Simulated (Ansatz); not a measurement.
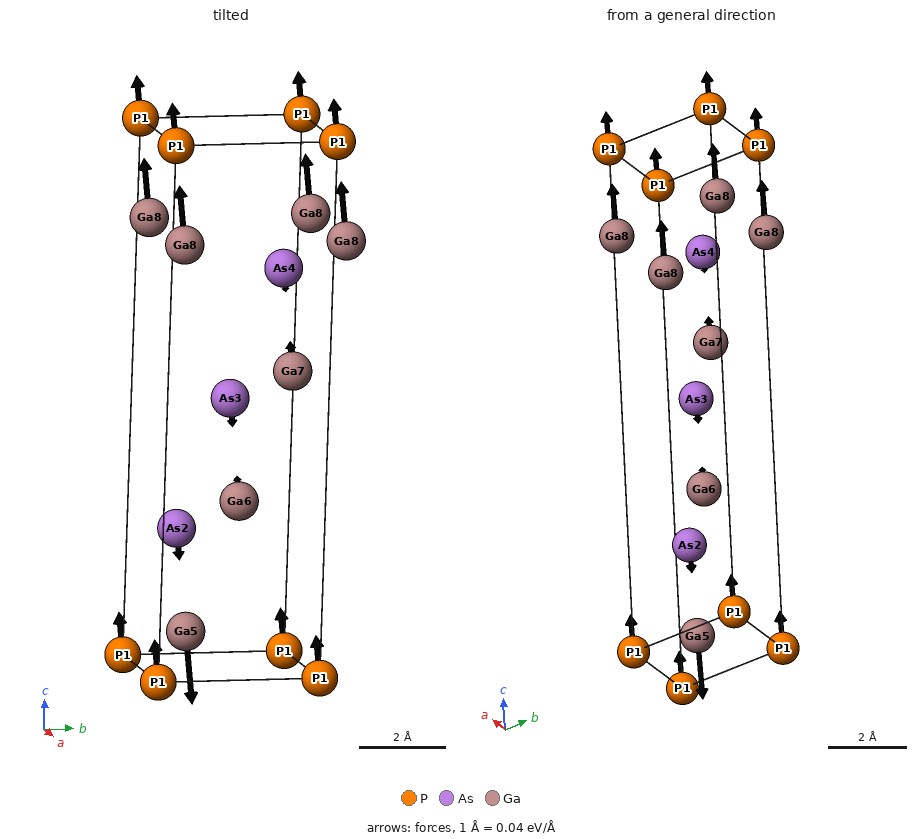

The crystal in a spheres-only representation, seen slightly off an axis and from a general direction. The lines enclose the cell (the run's own, in a reduced setting); boundary atoms appear with their images. The arrows are the computed forces on the atoms.

System: Ga$_{4}$As$_{3}$P. Results below were computed with Ansatz, DFT, PBE, plane waves, PAW; the settings were plane waves to 420 eV, k-points about 0.23 Å⁻¹ apart, Fermi-Dirac smearing of 0.02 eV, no spin polarisation.

Has this structure been optimised to equilibrium?

No. The atoms still feel forces of up to about 0.053 eV/Å, above a usual threshold of 0.01 to 0.03 eV/Å.

Identify the atom with the maximum force.

Ga5, about 0.053 eV/Å.

Provenance: a structure type filled with these elements by a generator (whether the compound takes this form wasn't checked). Earlier steps of the study, as a rule a relaxation of our own, may have changed the cell and positions, so they can lie some per cent off the listed ones. An electronic-structure calculation with Ansatz was run on it.
